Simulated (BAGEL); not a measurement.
# CuH2ClO (SMILES [OH2+][Cu-][Cl]): levels of theory compared

We compute a comparison of 5 runs (HF/STO-3G, B3LYP/6-31G*, B3LYP/def2-SVPD, PBE0/def2-SVPD, RI-MP2/def2-SVPD) of CuH2ClO. 

The results are computed with BAGEL 1.2.2.

7 further runs of the same task are left out: 5 that didn't finish, 2 set aside as unsound or not needed.

**1. Starting point**

The species is CuH2ClO (5 atoms), meant as a singlet with charge 0. SMILES: `[OH2+][Cu-][Cl]`. The shape is that of a PBE0-D4/def2-TZVP optimisation. This is one conformer, not always the lowest.

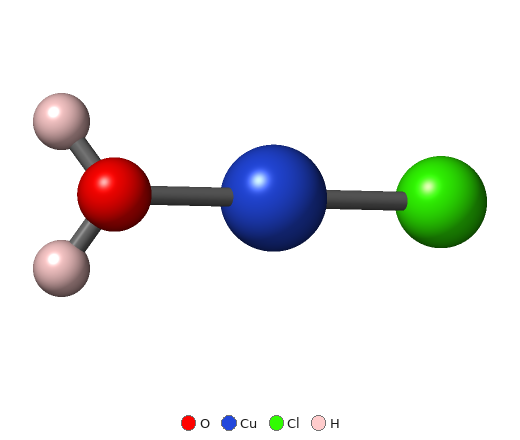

Viewed from a chosen angle; oxygen red, copper blue, chlorine green, hydrogen pink.

**2. A single-point energy at HF/STO-3G (density fitting with qzvpp-jkfit) (run 1)**

Contents of hf.json:

```json
{ "bagel": [

{
  "title": "molecule",
  "basis": "sto-3g",
  "df_basis": "qzvpp-jkfit",
  "angstrom": true,
  "geometry": [
    { "atom": "O", "xyz": [      -0.651300,       0.716900,      -0.357000 ] },
    { "atom": "Cu", "xyz": [       0.713600,      -0.423800,       0.458100 ] },
    { "atom": "Cl", "xyz": [       2.150600,      -1.649200,       1.309900 ] },
    { "atom": "H", "xyz": [      -1.560200,       0.489100,      -0.137400 ] },
    { "atom": "H", "xyz": [      -0.602700,       0.793300,      -1.315100 ] }
  ]
},

{
  "title": "hf"
},

{
  "title": "print",
  "file": "orbitals.molden",
  "orbitals": true
}

]}
```

Command:

```sh
$ BAGEL_NUM_THREADS=1 BAGEL hf.json > hf.out
```

The log of the run:

```text
* using 1 threads per process

  ===============================================================
  ===============================================================

  *** Geometry ***

  { "atom" : "O", "xyz" : [     -1.230779,      1.354745,     -0.674632 ] },
  { "atom" : "Cu", "xyz" : [      1.348509,     -0.800866,      0.865684 ] },
  { "atom" : "Cl", "xyz" : [      4.064045,     -3.116536,      2.475352 ] },
  { "atom" : "H", "xyz" : [     -2.948351,      0.924265,     -0.259648 ] },
  { "atom" : "H", "xyz" : [     -1.138938,      1.499120,     -2.485179 ] },

  Number of auxiliary basis functions:      505

  Since a DF basis is specified, we compute 2- and 3-index integrals:
    o Being stored without compression. Storage requirement is 0.005 GB

  Number of basis functions:       34
  Number of electrons      :       56

    * METHOD: MOLECULE                             0.13

  *** RHF ***

  === Nuclear Repulsion ===
   231.8257583586

      * DIIS with orbital gradients will be used.

  === RHF iteration (sto-3g) ===
      0      -2144.20155490          0.08569870           0.02
      1      -2142.80445251          0.08608427           0.02
      2      -2148.40340183          0.04110898           0.03
      3      -2145.78170107          0.06506878           0.03
      4      -2149.51610130          0.02506085           0.02
      5      -2149.59848555          0.02233303           0.02
      6      -2149.57800265          0.02416265           0.02
      7      -2149.67012339          0.01869998           0.02
      8      -2149.79364516          0.00802654           0.02
      9      -2149.83280609          0.00380007           0.02
     10      -2149.84305001          0.00303607           0.02
     11      -2149.85981020          0.00118354           0.02
     12      -2149.86208392          0.00064804           0.02
     13      -2149.86312882          0.00044501           0.02
     14      -2149.86366115          0.00036519           0.02
     15      -2149.86421572          0.00026009           0.02
[... 41 lines of this table left out ...]
     57      -2149.86535904          0.00000013           0.04
     58      -2149.86535904          0.00000009           0.03
     59      -2149.86535904          0.00000006           0.03
     60      -2149.86535904          0.00000004           0.03
     61      -2149.86535904          0.00000003           0.04
     62      -2149.86535904          0.00000001           0.04
     63      -2149.86535904          0.00000001           0.04
     64      -2149.86535904          0.00000001           0.04
    * SCF iteration converged.

    * Permanent dipole moment:
           (    1.999700,    -1.230394,     1.308066) a.u.

    * METHOD: HF                                   2.13

    * METHOD: PRINT                                0.00

  ===============================================================
```

Run time: 2.5 s. Hardware: 1 thread of Intel Xeon 6975P-C (Granite Rapids), shared host; peak memory 0.081 GiB.

**3. A single-point energy at B3LYP/6-31G(d) (density fitting with qzvpp-jkfit, spherical functions) (run 2)**

Contents of input.json:

```json
{ "bagel" : [

{
  "title" : "molecule",
  "basis" : "6-31gs.json",
  "df_basis" : "qzvpp-jkfit",
  "angstrom" : true,
  "geometry" : [
    { "atom" : "O", "xyz" : [      -0.651300,       0.716900,      -0.357000 ] },
    { "atom" : "Cu", "xyz" : [       0.713600,      -0.423800,       0.458100 ] },
    { "atom" : "Cl", "xyz" : [       2.150600,      -1.649200,       1.309900 ] },
    { "atom" : "H", "xyz" : [      -1.560200,       0.489100,      -0.137400 ] },
    { "atom" : "H", "xyz" : [      -0.602700,       0.793300,      -1.315100 ] }
  ]
},

{
  "title" : "ks",
  "xc_func" : "b3lyp"
},

{
  "title" : "print",
  "file" : "orbitals.molden",
  "orbitals" : true
}

]}
```

The basis set 6-31G* is read from a file made from the Basis Set Exchange's data (not shown).

Command:

```sh
$ BAGEL_NUM_THREADS=1 BAGEL input.json > input.out
```

The log of the run:

```text
* using 1 threads per process

  ===============================================================
  ===============================================================

  *** Geometry ***

  { "atom" : "O", "xyz" : [     -1.230779,      1.354745,     -0.674632 ] },
  { "atom" : "Cu", "xyz" : [      1.348509,     -0.800866,      0.865684 ] },
  { "atom" : "Cl", "xyz" : [      4.064045,     -3.116536,      2.475352 ] },
  { "atom" : "H", "xyz" : [     -2.948351,      0.924265,     -0.259648 ] },
  { "atom" : "H", "xyz" : [     -1.138938,      1.499120,     -2.485179 ] },

  Number of auxiliary basis functions:      505

  Since a DF basis is specified, we compute 2- and 3-index integrals:
    o Being stored without compression. Storage requirement is 0.020 GB

  Number of basis functions:       70
  Number of electrons      :       56

    * METHOD: MOLECULE                             0.22

  *** Kohn-Sham DFT ***

    * Removing 7409 points whose weight is below 1.00e-10
    * Grid points: 67121

  === Nuclear Repulsion ===
   231.8257583586

       - DIIS with orbital gradients will be used.

  === KS iteration (b3lyp / 6-31gs.json) ===
      0      -2087.59859416          0.13377813           0.29
      1      -1964.46152571          0.21140317           0.32
      2      -2079.46997665          0.13030701           0.41
      3      -2124.38347050          0.15154658           0.41
      4      -2132.82390126          0.15413211           0.42
      5      -2155.20768791          0.20499576           0.40
      6      -2139.71490990          0.17426408           0.39
      7      -2136.51597844          0.12197941           0.39
      8      -2108.72313630          0.16658103           0.34
      9      -2172.62233970          0.10107791           0.31
     10      -2175.66317209          0.05734199           0.34
     11      -2175.17202759          0.07044728           0.31
     12      -2175.98710254          0.05246252           0.28
     13      -2176.88679619          0.00914831           0.29
     14      -2176.91966626          0.00225540           0.28
     15      -2176.92157892          0.00043147           0.34
     16      -2176.92161620          0.00025310           0.37
     17      -2176.92166429          0.00007553           0.39
     18      -2176.92166415          0.00008280           0.41
     19      -2176.92166643          0.00000776           0.40
     20      -2176.92166643          0.00000718           0.38
     21      -2176.92166645          0.00000063           0.41
     22      -2176.92166645          0.00000040           0.39
     23      -2176.92166645          0.00000007           0.35
     24      -2176.92166645          0.00000004           0.24
     25      -2176.92166645          0.00000001           0.23
     26      -2176.92166645          0.00000001           0.30
    * SCF iteration converged.

    * Permanent dipole moment:
           (    2.424744,    -1.466694,     1.592539) a.u.

    * METHOD: KS                                   9.63

    * METHOD: PRINT                                0.01

  ===============================================================
```

It took 10 s on 1 thread of Intel Xeon 6975P-C (Granite Rapids), shared host; peak memory 0.29 GiB.

Runs 3 to 4 aren't shown in full; the table further down has their settings and results.

**4. The energy at RI-MP2/def2-SVPD (density fitting with qzvpp-jkfit) (run 5)**

Contents of mp2.json:

```json
{ "bagel" : [

{
  "title" : "molecule",
  "basis" : "def2-svpd.json",
  "df_basis" : "qzvpp-jkfit",
  "angstrom" : true,
  "geometry" : [
    { "atom" : "O", "xyz" : [   -0.651300,    0.716900,   -0.357000 ] },
    { "atom" : "Cu", "xyz" : [    0.713600,   -0.423800,    0.458100 ] },
    { "atom" : "Cl", "xyz" : [    2.150600,   -1.649200,    1.309900 ] },
    { "atom" : "H", "xyz" : [   -1.560200,    0.489100,   -0.137400 ] },
    { "atom" : "H", "xyz" : [   -0.602700,    0.793300,   -1.315100 ] }
  ]
},
{
  "title" : "hf"
},
{
  "title" : "mp2",
  "ncore" : 11
}

]}
```

The basis set def2-SVPD is read from a file made from the Basis Set Exchange's data (not shown).

Command:

```sh
$ BAGEL_NUM_THREADS=1 BAGEL mp2.json > mp2.out
```

The log of the run:

```text
* using 1 threads per process

  ===============================================================
  ===============================================================

  *** Geometry ***

  { "atom" : "O", "xyz" : [     -1.230779,      1.354745,     -0.674632 ] },
  { "atom" : "Cu", "xyz" : [      1.348509,     -0.800866,      0.865684 ] },
  { "atom" : "Cl", "xyz" : [      4.064045,     -3.116536,      2.475352 ] },
  { "atom" : "H", "xyz" : [     -2.948351,      0.924265,     -0.259648 ] },
  { "atom" : "H", "xyz" : [     -1.138938,      1.499120,     -2.485179 ] },

  Number of auxiliary basis functions:      505

  Since a DF basis is specified, we compute 2- and 3-index integrals:
    o Being stored without compression. Storage requirement is 0.040 GB

  Number of basis functions:      100
  Number of electrons      :       56

    * METHOD: MOLECULE                             0.20

  *** RHF ***

  === Nuclear Repulsion ===
   231.8257583586

      * DIIS with orbital gradients will be used.

  === RHF iteration (def2-svpd.json) ===
      0      -2173.56015559          0.02761848           0.11
      1      -2172.59602664          0.05506067           0.10
      2      -2174.10545071          0.00559412           0.10
      3      -2174.11838732          0.00156815           0.09
      4      -2174.12039997          0.00043840           0.09
      5      -2174.12062142          0.00011691           0.09
      6      -2174.12064066          0.00002863           0.09
      7      -2174.12064196          0.00001303           0.09
      8      -2174.12064215          0.00000582           0.09
      9      -2174.12064218          0.00000226           0.09
     10      -2174.12064219          0.00000127           0.09
     11      -2174.12064219          0.00000063           0.09
     12      -2174.12064219          0.00000025           0.09
     13      -2174.12064219          0.00000011           0.09
     14      -2174.12064219          0.00000006           0.09
     15      -2174.12064219          0.00000003           0.09
     16      -2174.12064219          0.00000001           0.10
     17      -2174.12064219          0.00000001           0.09
    * SCF iteration converged.

    * Permanent dipole moment:
           (    2.755787,    -1.731324,     1.793309) a.u.

    * METHOD: HF                                   1.91

  *** RHF ***

  === Nuclear Repulsion ===
   231.8257583586

      * DIIS with orbital gradients will be used.

  === RHF iteration (def2-svpd.json) ===
      0      -2174.12064219          0.00000001           0.09
    * SCF iteration converged.

    * Permanent dipole moment:
           (    2.755787,    -1.731324,     1.793309) a.u.

  === DF-MP2 calculation ===

    * freezing 11 orbitals
    * 3-index integral transformation done
    * assembly done

      MP2 correlation energy:   -0.7692514428      0.06

      MP2 total energy:       -2174.8898936371

    * METHOD: MP2                                  0.25

  ===============================================================
```

Run time: 2.6 s. Hardware: 1 thread of Intel Xeon 6975P-C (Granite Rapids), shared host; peak memory 0.15 GiB.

**5. Overview of the runs**

| run | level | frozen core orbitals | energy (Eh) | dipole moment (D) | HOMO energy (eV) | LUMO energy (eV) | wall time |
| --- | --- | --- | --- | --- | --- | --- | --- |
| 1 | HF/STO-3G (density fitting with qzvpp-jkfit) | – | -2149.865359 | 6.83 | -4.17 | 4.47 | 2.5 s |
| 2 | B3LYP/6-31G* (density fitting with qzvpp-jkfit, spherical functions) | – | -2176.921666 | 8.26 | -5.53 | -1.29 | 10 s |
| 3 | B3LYP/def2-SVPD (density fitting with qzvpp-jkfit) | – | -2176.868984 | 8.45 | -6.54 | -1.92 | 22 s |
| 4 | PBE0/def2-SVPD (density fitting with qzvpp-jkfit) | – | -2176.328538 | 8.59 | -6.77 | -1.57 | 25 s |
| 5 | RI-MP2/def2-SVPD (density fitting with qzvpp-jkfit) | 11 | -2174.889894 | – | – | – | 2.6 s |

**6. Outcome**

| quantity | value |
| --- | --- |
| run 5: total energy | -2174.88989 Eh |
| run 5: correlation energy (11 core orbitals frozen) | -769.3 mEh |

**Reading.** Over runs 1, 2, 3, 4 the dipole moment (its size) runs from 6.83 D (HF/STO-3G) to 8.59 D (PBE0/def2-SVPD). The two ends differ in method and basis. Over runs 1, 2, 3, 4 the HOMO–LUMO gap runs from 4.24 eV (B3LYP/6-31G*) to 8.63 eV (HF/STO-3G). Totals of different functionals can't be ranked against each other. In run 1 the basis is minimal, so the values are rough. All runs together took 62 s, the longest 25 s.
